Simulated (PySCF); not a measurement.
C3H3, charge +1, SMILES `[CH+]1C=C1`.

Level of theory: PBE0/aug-cc-pVDZ (PySCF), at a geometry from GFN2-xTB. No frequency check shows the geometry to be a minimum.

Cartesian coordinates (Å):

```
C1      -0.7268    0.3233    0.0000
C2       0.0834   -0.7911    0.0000
C3       0.6434    0.4677    0.0000
H4      -1.7074    0.7595    0.0000
H5       0.1959   -1.8584    0.0000
H6       1.5115    1.0989    0.0000
```

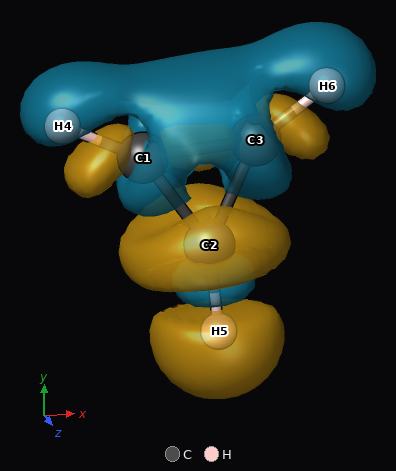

Change of the electron density in a uniform field of 0.26 V/Å, surfaces at ±0.002 e/Å³ (yellow: gain, teal: loss).

### Along which Cartesian direction does the field point?

Along +y: electrons gather on the −y side, against the field.

### How large is the response?

The induced dipole is 0.34 D (along the field); α along this axis, from the fields in both directions, is 27 bohr³ (4.0 Å³).

### Which atoms gain and lose the most charge?

Electrons gather most on C2 (Hirshfeld charge changes by −0.013 e) and leave C3 most (+0.008 e); 0.036 electrons are displaced in all.
